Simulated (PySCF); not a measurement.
**H3O+ (oxonium): PBE/6-31G**

What is the vertical ionisation energy of H3O+ (oxonium) at PBE/6-31G? Input form: a Python script.

The calculation is run with PySCF 2.14.0.

5 further runs of the same task are left out: 5 set aside as unsound or not needed.

### Step 1. The molecule

H3O+: 4 atoms, total charge +1, spin state singlet. As SMILES, `[OH3+]`. The shape is that of a PBE0-D4/def2-TZVP optimisation.

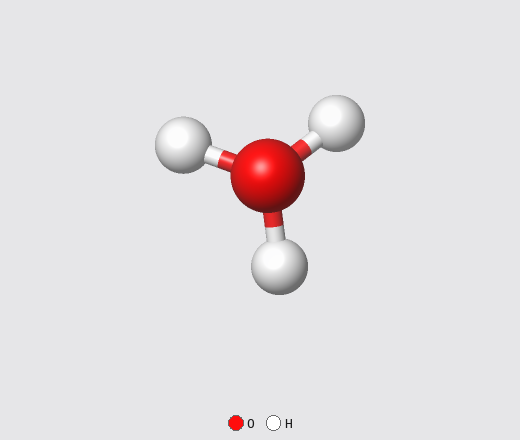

The structure, seen from a chosen angle (oxygen red, hydrogen white).

### Step 2. A single-point energy at PBE/6-31G

Input file input.xyz:

```xyz
4
H3O
O      0.181970    -0.056700    -0.052760
H      0.219060     0.918440     0.015140
H     -0.408890    -0.368290    -0.767380
H      0.007860    -0.493450     0.805020
```

Input file job.py:

```python
from pyscf import gto, dft

mol = gto.Mole()
mol.atom = 'input.xyz'
mol.verbose = 4
mol.max_memory = 1860
mol.basis = '6-31g'
mol.charge = 1
mol.build()

myscf = dft.RKS(mol)
myscf.xc = 'pbe'
myscf.conv_tol = 1e-10
myscf.grids.level = 5
myscf.kernel()
if not myscf.converged:
    myscf = myscf.newton().run(myscf.mo_coeff, myscf.mo_occ)

e_final = myscf.e_tot
print('E(%s) = %.9f' % ('PBE', e_final))
```

Command:

```bash
$ OMP_NUM_THREADS=1 python job.py
```

Standard output:

```text
PySCF version 2.14.0

[INPUT] num. atoms = 4
[INPUT] num. electrons = 10
[INPUT] charge = 1
[INPUT] spin (= nelec alpha-beta = 2S) = 0
[INPUT] symmetry False subgroup None
[INPUT] Mole.unit = angstrom
[INPUT] Symbol           X                Y                Z      unit          X                Y                Z       unit  Magmom
[INPUT]  1 O      0.181970000000  -0.056700000000  -0.052760000000 AA    0.343873462887  -0.107147471263  -0.099701950332 Bohr   0.0
[INPUT]  2 H      0.219060000000   0.918440000000   0.015140000000 AA    0.413963404847   1.735600061846   0.028610453526 Bohr   0.0
[INPUT]  3 H     -0.408890000000  -0.368290000000  -0.767380000000 AA   -0.772690115073  -0.695967234416  -1.450138033469 Bohr   0.0
[INPUT]  4 H      0.007860000000  -0.493450000000   0.805020000000 AA    0.014853247339  -0.932485356167   1.521267324797 Bohr   0.0

nuclear repulsion = 13.9563073672582
number of shells = 11
number of NR pGTOs = 34
number of NR cGTOs = 15
basis = 6-31g
ecp = {}

******** <class 'pyscf.dft.rks.RKS'> ********
method = RKS
initial guess = minao
damping factor = 0
level_shift factor = 0
DIIS = <class 'pyscf.scf.diis.CDIIS'>
diis_start_cycle = 1
diis_space = 8
diis_damp = 0
SCF conv_tol = 1e-10
SCF conv_tol_grad = None
SCF max_cycles = 50
direct_scf = True
direct_scf_tol = 1e-13
XC library pyscf.dft.libxc version 7.0.0
    S. Lehtola, C. Steigemann, M. J.T. Oliveira, and M. A.L. Marques.,  SoftwareX 7, 1–5 (2018)
XC functionals = pbe
    J. P. Perdew, K. Burke, and M. Ernzerhof.,  Phys. Rev. Lett. 77, 3865 (1996)
    J. P. Perdew, K. Burke, and M. Ernzerhof.,  Phys. Rev. Lett. 78, 1396 (1997)
    J. P. Perdew, K. Burke, and M. Ernzerhof.,  Phys. Rev. Lett. 77, 3865 (1996)
    J. P. Perdew, K. Burke, and M. Ernzerhof.,  Phys. Rev. Lett. 78, 1396 (1997)
radial grids:
    Treutler-Ahlrichs [JCP 102, 346 (1995); DOI:10.1063/1.469408] (M4) radial grids

becke partition: Becke, JCP 88, 2547 (1988); DOI:10.1063/1.454033
pruning grids: <function nwchem_prune>
grids dens level: 5
symmetrized grids: False
atomic radii adjust function: <function treutler_atomic_radii_adjust>
small_rho_cutoff = 0
Set gradient conv threshold to 1e-05
Initial guess from minao.
tot grids = 113600
init E= -76.9530031817676
  HOMO = -0.444750138869124  LUMO = -0.0233603884580604  gap/eV = 11.46660
cycle= 1 E= -76.5575946559541  delta_E= 0.395  |g|= 0.399  |ddm|=  1.4
  HOMO = -0.572119751116036  LUMO = -0.270702284890515  gap/eV = 8.20199
cycle= 2 E= -76.5175310454677  delta_E= 0.0401  |g|= 0.623  |ddm|= 0.501
  HOMO = -0.673222328652134  LUMO = -0.296375183231991  gap/eV = 10.25453
cycle= 3 E= -76.5863899421888  delta_E= -0.0689  |g|= 0.0202  |ddm|= 0.332
  HOMO = -0.667985824528039  LUMO = -0.291892581748285  gap/eV = 10.23402
cycle= 4 E= -76.5864681551645  delta_E= -7.82e-05  |g|= 0.000568  |ddm|= 0.0145
  HOMO = -0.667757798380842  LUMO = -0.291895864524482  gap/eV = 10.22772
cycle= 5 E= -76.5864682523094  delta_E= -9.71e-08  |g|= 3.42e-05  |ddm|= 0.000764
  HOMO = -0.66776382260282  LUMO = -0.291903127868657  gap/eV = 10.22769
cycle= 6 E= -76.5864682525506  delta_E= -2.41e-10  |g|= 8.49e-06  |ddm|= 3.52e-05
  HOMO = -0.667765547847474  LUMO = -0.291904094041234  gap/eV = 10.22771
cycle= 7 E= -76.5864682525636  delta_E= -1.3e-11  |g|= 2.85e-08  |ddm|= 4.46e-06
  HOMO = -0.667765537778718  LUMO = -0.291904094442752  gap/eV = 10.22771
Extra cycle  E= -76.5864682525636  delta_E=    0  |g|= 2.07e-08  |ddm|= 6.13e-08
converged SCF energy = -76.5864682525636
E(PBE) = -76.586468253
```

Run time: 0.96 s. Hardware: 1 thread of Intel Xeon 6975P-C (Granite Rapids), shared host; peak memory 0.16 GiB.

### Step 3. Doublet [H3O]2+ at the same level

Input file start.xyz:

```xyz
4
H3O
O      0.181970    -0.056700    -0.052760
H      0.219060     0.918440     0.015140
H     -0.408890    -0.368290    -0.767380
H      0.007860    -0.493450     0.805020
```

Input file job.py:

```python
from pyscf import gto, dft

mol = gto.M(
    atom='start.xyz',
    verbose=3,
    basis='6-31g',
    spin=1,
    max_memory=1860,
    charge=2,
)

mf = dft.UKS(mol, xc='pbe')
mf.conv_tol = 1e-10
mf.grids.level = 5
mf.kernel()
if not mf.converged:
    mf = mf.newton().run(mf.mo_coeff, mf.mo_occ)

e_tot = mf.e_tot
print(f'total energy: {e_tot:.8f} hartree')
```

Command:

```bash
$ OMP_NUM_THREADS=1 python job.py
```

Standard output:

```text
converged SCF energy = -75.6809284511808  <S^2> = 0.75153228  2S+1 = 2.0015317
total energy: -75.68092845 hartree
```

Run time: 1.6 s. Hardware: 1 thread of Intel Xeon 6975P-C (Granite Rapids), shared host; peak memory 0.18 GiB.

### Step 4. Results

At PBE/6-31G:

```
                                            quantity         value
                          singlet H3O+: total energy  -76.58647 Eh
                           singlet H3O+: HOMO energy     -18.17 eV
                           singlet H3O+: LUMO energy      -7.94 eV
                         singlet H3O+: HOMO–LUMO gap      10.23 eV
                       doublet [H3O]2+: total energy  -75.68093 Eh
 doublet [H3O]2+: HOMO energy (highest over α and β)     -34.97 eV
  doublet [H3O]2+: LUMO energy (lowest over α and β)     -30.80 eV
                               doublet [H3O]2+: ⟨S²⟩         0.752
vertical ionisation energy (to the doublet dication)     24.641 eV
```

The vertical ionisation energy comes to 24.64 eV (568 kcal/mol). The negative HOMO energy of the first species, 18.17 eV, lies 6.47 eV below that difference. Mulliken charges (singlet H3O+) run from -0.58 on O1 to +0.53 on H2; they depend strongly on the basis. Mulliken charges (doublet [H3O]2+) run from +0.03 on O1 to +0.66 on H2; they depend strongly on the basis.
